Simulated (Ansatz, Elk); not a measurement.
## Bonding as seen by X-rays: Sc6S

Structure refinements treat a crystal as free atoms side by side. For a made-up structure of Sc6S (cell and positions from a PBE relaxation) the runs below show what the calculated density changes in F(hkl).

Program: Elk 11.2.3 (patched build). Level of theory: DFT, PBE, all-electron APW+lo, Dirac cores, scalar-relativistic bands, static density, no spin. Results are calculated unless marked as measured.

The structure was built from a prototype and need not be the compound's stable phase.

### 1. Starting point

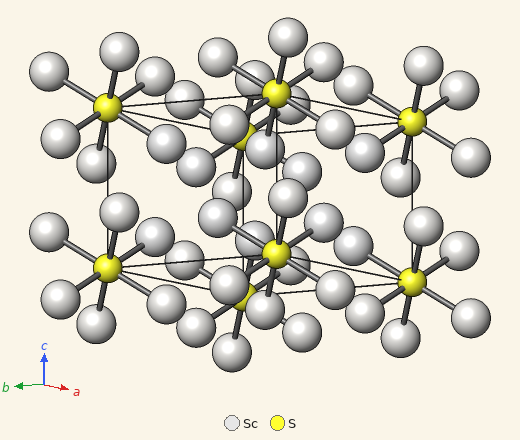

Start, viewed from a free direction; scandium white, sulfur yellow. Some periodic images of atoms are drawn too.

### 2. Ground state and structure factors

An all-electron density is needed, since X-rays see the cores too. Task 0 finds the density and task 195 Fourier-transforms it; tshift is off so that phases refer to the origin typed.

The input, elk.in:

```
tasks
  0
  195

xctype
  20

spinpol
  .false.

rgkmax
  7.0

gmaxvr
  14.0

lmaxo
  7

lmaxapw
  8

swidth
  0.002

tshift
  .false.

ramdisk
  .false.

hmaxvr
  5.5

maxscl
  120

epspot
  1e-06

sppath
  './'

avec
  11.16953325994 0.00000000000 0.00000000000
  -5.58476662997 9.67309955152 -0.00000000000
  0.00000000000 0.00000000000 10.33274199292

atoms
  2
  'Sc.in'
  6
  0.3480925830 0.3480925830 0.7441938740   0.000000 0.000000 0.000000
  0.6519074170 0.0000000000 0.7441938740   0.000000 0.000000 0.000000
  -0.0000000000 0.6519074170 0.7441938740   0.000000 0.000000 0.000000
  0.6519074170 0.6519074170 0.2558061260   0.000000 0.000000 0.000000
  -0.0000000000 0.3480925830 0.2558061260   0.000000 0.000000 0.000000
  0.3480925830 0.0000000000 0.2558061260   0.000000 0.000000 0.000000
  'S.in'
  1
  0.0000000000 0.0000000000 -0.0000000000   0.000000 0.000000 0.000000

ngridk
  5 5 4
```

Run with:

```bash
> OMP_NUM_THREADS=4 elk
```

Numbers of over 12 decimals in the logs are rounded to 6 here.

Log:

```text
┌─────────────────────────┐
│ Elk code version 11.2.3 │
└─────────────────────────┘

All units are atomic (Hartree, Bohr, etc.)

┌─────────────────────────────────────────────────┐
│ Ground-state run starting from atomic densities │
└─────────────────────────────────────────────────┘

Lattice vectors :
   11.16953326       0.000000000       0.000000000
  -5.584766630       9.673099552      -0.000000000
   0.000000000       0.000000000       10.33274199

Reciprocal lattice vectors :
  0.5625289044      0.3247762144      -0.000000000
   0.000000000      0.6495524287       0.000000000
  -0.000000000       0.000000000      0.6080849896

Unit cell volume      :    1116.390850
Brillouin zone volume :   0.2221894003

Muffin-tin inner radius fraction :   0.1000000000E-01

Nuclei treated as point charges

Species : 1 (Sc)
 parameters loaded from : Sc.in
 name : scandium
 nuclear charge    :   -21.00000000
 electronic charge :    21.00000000
 atomic mass :    81949.61073
 muffin-tin radius :    2.400000000
 number of radial points in muffin-tin :    993
 inner part over the whole radius :   0.9898716403E-02
 number on inner part of muffin-tin    :    698
 approximate nuclear radius :   0.6711386133E-04
 number of mesh points to nuclear radius :    323
 atomic positions (lattice), magnetic fields (Cartesian) :
  1 :   0.34809258  0.34809258 -0.25580613    0.00000000  0.00000000  0.00000000
  2 :  -0.34809258  0.00000000 -0.25580613    0.00000000  0.00000000  0.00000000
  3 :   0.00000000 -0.34809258 -0.25580613    0.00000000  0.00000000  0.00000000
  4 :  -0.34809258 -0.34809258  0.25580613    0.00000000  0.00000000  0.00000000
  5 :   0.00000000  0.34809258  0.25580613    0.00000000  0.00000000  0.00000000
  6 :   0.34809258  0.00000000  0.25580613    0.00000000  0.00000000  0.00000000

Species : 2 (S)
 parameters loaded from : S.in
 name : sulphur
 nuclear charge    :   -16.00000000
 electronic charge :    16.00000000
 atomic mass :    58450.91931
 muffin-tin radius :    2.200000000
 number of radial points in muffin-tin :    793
 inner part over the whole radius :   0.9890556315E-02
 number on inner part of muffin-tin    :    554
 approximate nuclear radius :   0.6195814986E-04
 number of mesh points to nuclear radius :    251
 atomic positions (lattice), magnetic fields (Cartesian) :
  1 :   0.00000000  0.00000000  0.00000000    0.00000000  0.00000000  0.00000000

Total number of atoms per unit cell :    7
Total muffin-tin volume :    392.0372528
 ratio of muffin-tin to unit cell volume :   0.3511648746

Spin treatment :
 spin-unpolarised

Number of Bravais lattice symmetries :   24
Number of crystal symmetries         :   12
Crystal has inversion symmetry
Real symmetric eigensolver will be used

k-point grid :      5     5     4
k-point offset :    0.000000000       0.000000000       0.000000000
k-point set is reduced with full crystal symmetry group
Total number of k-points :       17

Muffin-tin radius times maximum |G+k| :    7.000000000
 using average radius
Maximum |G+k| for APW functions       :    2.951807229
Maximum (1/2)|G+k|²                   :    4.356582958
Maximum |G| for potential and density :    14.00000000
Constant for pseudocharge density :    8
 order of it for each species :   15  15
 order of it for pair densities of each species (exact exchange by exxq0 0: 16) :   10   8
Radial integration step length :    1

G-vector grid sizes :     50    50    48
Number of G-vectors :    51653

Maximum angular momentum used for
 APW functions            :    8
 outer part of muffin-tin :    7
 inner part of muffin-tin :    2

Total nuclear charge    :   -142.0000000
Total core charge       :    70.00000000
Total valence charge    :    72.00000000
Total excess charge     :    0.000000000
Total electronic charge :    142.0000000

Effective Wigner radius, rₛ :    1.233520690

Number of empty states         :     28
Total number of valence states :     65
Total number of core states    :     70

[...]
nuclear-nuclear             :     -754.52606190500
 electron-nuclear            :     -10409.965310825
 Hartree                     :      1415.8829105102
 Madelung                    :     -5949.4501917037
 xc potential                :     -338.04686071544
 exchange                    :     -253.90166040368
 correlation                 :     -5.974863
 electron entropic           :    -0.27553932621296E-02
 total energy                :     -4986.0002646392

Density of states at Fermi energy :    206.4007220
 (states/Hartree/unit cell)

Estimated indirect band gap :   0.6018189839E-03
 from k-point 5 to k-point 1
Estimated direct band gap   :   0.4026201069E-02
 at k-point 1

Charges :
 core                        :    70.00000000
 valence                     :    72.00000000
 interstitial                :    13.11044004
 muffin-tins (core leakage)
  species : 1 (Sc)
[...]
species : 2 (S)
[...]
total in muffin-tins        :    128.8895600
 total calculated charge     :    142.0003012
 total charge                :    142.0000000
 error                       :   0.3011870064E-03

RMS change in Kohn-Sham potential (target) :   0.3342403192     (  0.1000000000E-05)
Absolute change in total energy (target)   :   0.3002951711     (  0.1000000000E-03)

[... loops 3 to 13 left out ...]

┌──────────────────┐
│ Loop number : 14 │
└──────────────────┘

Energies :
 Fermi                       :     0.206536
 sum of occupied eigenvalues :     -2906.7531019643
 electron kinetic            :      5025.8514452253
 core electron kinetic       :      4677.1841917577
 Coulomb                     :     -9750.3492689981
 Coulomb potential           :     -7595.7210145097
 nuclear-nuclear             :     -754.52606190500
 electron-nuclear            :     -10416.160565035
 Hartree                     :      1420.3373579415
 Madelung                    :     -5952.4887617432
 xc potential                :     -336.88353267989
 exchange                    :     -254.20000374694
 correlation                 :     -5.974920
 electron entropic           :    -0.33285829284943E-02
 total energy                :     -4984.6760758377

Density of states at Fermi energy :    247.5126339
 (states/Hartree/unit cell)

Estimated indirect band gap :   0.2484771595E-03
 from k-point 2 to k-point 4
Estimated direct band gap   :   0.4338754087E-02
 at k-point 7

Charges :
 core                        :    70.00000000
 valence                     :    72.00000000
 interstitial                :    12.76674017
 muffin-tins (core leakage)
  species : 1 (Sc)
[...]
species : 2 (S)
[...]
total in muffin-tins        :    129.2332598
 total calculated charge     :    142.0003254
 total charge                :    142.0000000
 error                       :   0.3253550468E-03

RMS change in Kohn-Sham potential (target) :   0.6426508725E-06 (  0.1000000000E-05)
Absolute change in total energy (target)   :   0.2013460835E-04 (  0.1000000000E-03)

Convergence targets achieved

┌──────────────────┐
│ Loop number : 15 │
└──────────────────┘

Energies :
 Fermi                       :     0.206536
 sum of occupied eigenvalues :     -2906.7531054716
 electron kinetic            :      5025.8514192093
 core electron kinetic       :      4677.1841723296
 Coulomb                     :     -9750.3492377781
 Coulomb potential           :     -7595.7209976510
 nuclear-nuclear             :     -754.52606190500
 electron-nuclear            :     -10416.160521993
 Hartree                     :      1420.3373461204
 Madelung                    :     -5952.4887389526
 xc potential                :     -336.88352702999
 exchange                    :     -254.20000276787
 correlation                 :     -5.974920
 electron entropic           :    -0.33285891536714E-02
 total energy                :     -4984.6760695730

Density of states at Fermi energy :    247.5130644
 (states/Hartree/unit cell)

Estimated indirect band gap :   0.2483770429E-03
 from k-point 2 to k-point 4
Estimated direct band gap   :   0.4338729077E-02
 at k-point 7

Charges :
 core                        :    70.00000000
 valence                     :    72.00000000
 interstitial                :    12.76673885
 muffin-tins (core leakage)
  species : 1 (Sc)
[...]
atom 5                    :    19.07863531     ( -0.2163386945E-06)
   atom 6                    :    19.07863531     ( -0.2163386945E-06)
  species : 2 (S)
   atom 1                    :    14.76144930     (  0.7184197506E-04)
 total in muffin-tins        :    129.2332611
 total calculated charge     :    142.0003254
 total charge                :    142.0000000
 error                       :   0.3253561919E-03

┌──────────────────────────────┐
│ Self-consistent loop stopped │
└──────────────────────────────┘

Wrote STATE.OUT
```

It took 42 s on 4 threads of AMD EPYC 7B13 (Zen 3), shared host; peak memory 0.27 GiB.

SFACRHO.OUT:

```text

h k l indices transformed by vhmat matrix:
   1.000000000       0.000000000       0.000000000    
   0.000000000       1.000000000       0.000000000    
   0.000000000       0.000000000       1.000000000    

      h      k      l  multipl.   |H|            Re(F)            Im(F)           |F|

      0      0      0      1   0.0000000       142.00000      0.92994631E-16   142.00000    
      0      0     -1      2  0.60808499       10.395224      0.19891931E-14   10.395224    
     -1      0      0      6  0.64955243       8.5433069      0.78334882E-14   8.5433069    
     -1      0     -1     12  0.88976722       13.461872      0.39591842E-14   13.461872    
     -1     -1      0      6   1.1250578      -35.348987     -0.11548104E-13   35.348987    
      0      0     -2      2   1.2161700      -81.115584      0.39279620E-13   81.115584    
     -1      2      1      6   1.2788755       91.545848      0.24243557E-13   91.545848    
     -1     -1     -1      6   1.2788755      -65.428839      0.19968865E-14   65.428839    
      2      0      0      6   1.2991049       21.426427     -0.11669230E-13   21.426427    
     -1      0      2     12   1.3787631       15.534181     -0.77199401E-14   15.534181    
      2      0      1     12   1.4343782       10.398821     -0.14548414E-13   10.398821    
     -2      1     -2      6   1.6567512       45.663484     -0.38117184E-14   45.663484    
      1      1      2      6   1.6567512       55.920286     -0.19387086E-14   55.920286    
     -1     -2      0     12   1.7185542       11.091233     -0.15439782E-13   11.091233    
      0      2     -2     12   1.7795344      0.59745145      0.74632463E-14  0.59745145    
     -1      3     -1     12   1.8229635       19.847353     -0.77641875E-14   19.847353    
      3     -1      1     12   1.8229635      -1.2084286     -0.11645606E-13   1.2084286    
      0      0     -3      2   1.8242550       17.917414     -0.37893913E-14   17.917414
```

Elk indexes on the primitive cell of elk.in and gives |H| = 4π sin θ/λ in inverse bohr. Below, one row stands for each form hkl of the conventional cell (m members, Friedel mates merged), F is for one primitive cell and the density is static (no thermal factor). Free-atom factors are Waasmaier and Kirfel's, and R is Σm||F|−|F'||/Σm|F|.

```csv
hkl,m,sin θ/λ (Å⁻¹),"abs F, DFT",neutral atoms,diff.
001,2,0.091,10.395,10.351,+0.044
100,6,0.098,8.543,8.492,+0.051
101,12,0.134,13.462,13.296,+0.166
110,6,0.169,35.349,35.769,-0.420
002,2,0.183,81.116,81.988,-0.873
2 -1 1,6,0.192,91.546,92.041,-0.495
111,6,0.192,65.429,66.071,-0.642
200,6,0.195,21.426,21.513,-0.086
102,12,0.207,15.534,15.562,-0.028
201,12,0.216,10.399,10.344,+0.055
2 -1 2,6,0.249,45.663,45.598,+0.066
112,6,0.249,55.920,55.926,-0.006
210,12,0.258,11.091,11.157,-0.066
202,12,0.268,0.598,0.684,-0.086
211,12,0.274,19.847,19.930,-0.083
3 -1 1,12,0.274,1.208,1.098,+0.110
003,2,0.274,17.917,18.035,-0.117
103,12,0.291,8.610,8.745,-0.135
300,6,0.293,82.853,82.807,+0.046
301,12,0.307,6.246,6.322,-0.075
3 -1 2,12,0.317,8.251,8.260,-0.009
212,12,0.317,6.758,6.851,-0.093
```

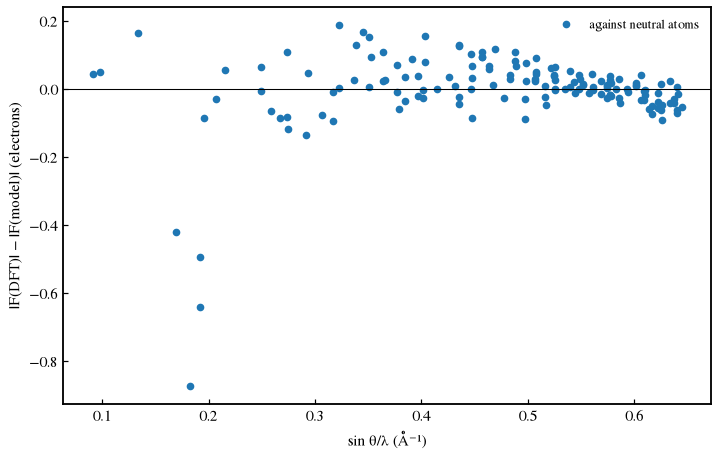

Difference between the calculated structure factors and the independent-atom ones.

### 3. The highest occupied states alone

An energy window below the Fermi level keeps the highest occupied states, to see at which angles they scatter; shallow core shells can lie inside it and anion s states outside. No new self-consistency is needed.

elk.in, as its differences from that of step 2:

```diff
@@ -1,3 +1,2 @@
 tasks
-  0
   195
@@ -40,2 +39,5 @@
 
+wsfac
+  -0.344700 0.506540
+
 sppath
```

Run with:

```bash
> OMP_NUM_THREADS=4 elk
```

Log:

```text
┌─────────────────────────────────┐
│ Elk code version 11.2.3 started │
└─────────────────────────────────┘

Info(readinput): the functional depends on the density's gradient
 muffin-tin radial points multiplied by    2.00000
 (not where nrmtscf is given)

┌────────────────────┐
│ Current task : 195 │
└────────────────────┘

Info(sfacrho): density structure factors written to SFACRHO.OUT

 Energy window :  -0.3447000000      0.5065400000

┌──────────────────┐
│ Elk code stopped │
└──────────────────┘
```

Elapsed: 14 s, on 4 threads; peak memory 0.18 GiB; 15 s of CPU time.

States within 15 eV below the Fermi level hold 24.00 electrons; any levels below the window count with the cores. Their amplitudes can exceed the total, where window and core parts have opposite phase:

```
   hkl  sin θ/λ (Å⁻¹)  abs F, window  abs F, all
   001          0.091          4.210      10.395
   100          0.098          3.968       8.543
   101          0.134          3.514      13.462
   110          0.169          1.365      35.349
   002          0.183          0.447      81.116
2 -1 1          0.192          3.332      91.546
   111          0.192          0.606      65.429
   200          0.195          1.967      21.426
   102          0.207          1.613      15.534
   201          0.216          1.409      10.399
```

### 4. Another functional

The difference from free atoms is small, so it is set against the change that LDA (Perdew-Wang) makes.

elk.in, as its differences from that of step 3:

```diff
@@ -1,2 +1,3 @@
 tasks
+  0
   195
@@ -4,3 +5,3 @@
 xctype
-  20
+  3
 
@@ -39,5 +40,2 @@
 
-wsfac
-  -0.344700 0.506540
-
 sppath
```

Run with:

```bash
> OMP_NUM_THREADS=4 elk
```

Log:

```text
┌─────────────────────────┐
│ Elk code version 11.2.3 │
└─────────────────────────┘

All units are atomic (Hartree, Bohr, etc.)

┌─────────────────────────────────────────────────┐
│ Ground-state run starting from atomic densities │
└─────────────────────────────────────────────────┘

Lattice vectors :
   11.16953326       0.000000000       0.000000000
  -5.584766630       9.673099552      -0.000000000
   0.000000000       0.000000000       10.33274199

Reciprocal lattice vectors :
  0.5625289044      0.3247762144      -0.000000000
[...]
valence                     :    72.00000000
 interstitial                :    12.65094985
 muffin-tins (core leakage)
  species : 1 (Sc)
[...]
atom 6                    :    19.10122208     ( -0.3512607806E-05)
  species : 2 (S)
   atom 1                    :    14.74171767     (  0.6549249801E-04)
 total in muffin-tins        :    129.3490502
 total calculated charge     :    142.0003445
 total charge                :    142.0000000
 error                       :   0.3444621906E-03

┌──────────────────────────────┐
│ Self-consistent loop stopped │
└──────────────────────────────┘

Wrote STATE.OUT
[key lines of the parts left out:]
total energy                :     -4973.1876942474
```

It took 26 s on 4 threads; peak memory 0.22 GiB.

Against the first run R = 0.07 %; the largest change is -0.080 at 2 -1 3.

### 5. A coarser k-mesh

About half the k-points along each axis test the sampling.

elk.in, as its differences from that of step 4:

```diff
@@ -5,3 +5,3 @@
 xctype
-  3
+  20
 
@@ -63,2 +63,2 @@
 ngridk
-  5 5 4
+  2 2 2
```

Run with:

```bash
> OMP_NUM_THREADS=4 elk
```

Log:

```text
┌─────────────────────────┐
│ Elk code version 11.2.3 │
└─────────────────────────┘

All units are atomic (Hartree, Bohr, etc.)

┌─────────────────────────────────────────────────┐
│ Ground-state run starting from atomic densities │
└─────────────────────────────────────────────────┘

Lattice vectors :
   11.16953326       0.000000000       0.000000000
  -5.584766630       9.673099552      -0.000000000
   0.000000000       0.000000000       10.33274199

Reciprocal lattice vectors :
  0.5625289044      0.3247762144      -0.000000000
[...]
valence                     :    72.00000000
 interstitial                :    12.75425465
 muffin-tins (core leakage)
  species : 1 (Sc)
[...]
atom 6                    :    19.08028290     ( -0.2163377797E-06)
  species : 2 (S)
   atom 1                    :    14.76404793     (  0.7188707853E-04)
 total in muffin-tins        :    129.2457453
 total calculated charge     :    142.0003541
 total charge                :    142.0000000
 error                       :   0.3540927689E-03

┌──────────────────────────────┐
│ Self-consistent loop stopped │
└──────────────────────────────┘

Wrote STATE.OUT
[key lines of the parts left out:]
total energy                :     -4984.6671855781
```

Wall time 24 s (4 threads); peak memory 0.26 GiB.

Against the first run R = 0.04 %; the largest change is -0.052 at 004.

### 6. Settings against the effect

| run | R against the first run (%) | R against neutral atoms, low angle (%) | wall time |
| --- | --- | --- | --- |
| PBE, rgkmax 7 | 0.00 | 0.60 | 42 s |
| LDA (Perdew-Wang) | 0.07 | 0.56 | 26 s |
| k-mesh 2×2×2 | 0.04 | 0.61 | 24 s |

### 7. Outcome

```json
{
 "R against neutral atoms, sin θ/λ < 0.3 Å⁻¹": "0.60 %",
 "R against neutral atoms, 0.3 to 0.64 Å⁻¹": "0.24 %"
}
```

In words: Independent neutral atoms miss the calculated amplitudes by R = 0.60 % below 0.3 Å⁻¹ and 0.24 % from there to 0.64 Å⁻¹; by shells, 1.02 % below 0.15 Å⁻¹ (3 forms), 0.57 % 0.15 to 0.3 (16 forms), 0.32 % 0.3 to 0.45 (38 forms), 0.21 % above 0.45 (92 forms). Bonding, aspherical density and the tables' own atoms all enter these figures, and the runs don't part them. The largest change of an amplitude is -0.87 electrons, at 002. The window's part falls from 24.0 electrons at the origin to at most 0.44 between 0.45 and 0.64 Å⁻¹. Below 0.3 Å⁻¹ the changes that finished (LDA (Perdew-Wang) and k-mesh 2×2×2) move F by R = 0.06 % at most, against the 0.60 % that separates it from free atoms. The basis has no finished test. Part of the difference isn't bonding: the tables are fits to free atoms and ions calculated by other methods than this functional. Thermal motion, anomalous dispersion and extinction are left out.

[Logs are printed without paths, hosts, clocks, repeated set-up lines and the standing remarks that a program may print on its own settings, such as how far it seeks lower states.]

[Hosts, paths, dates, database ids (printed as entryN), source tags and the programs' standing remarks are cut or masked in the printed files.]
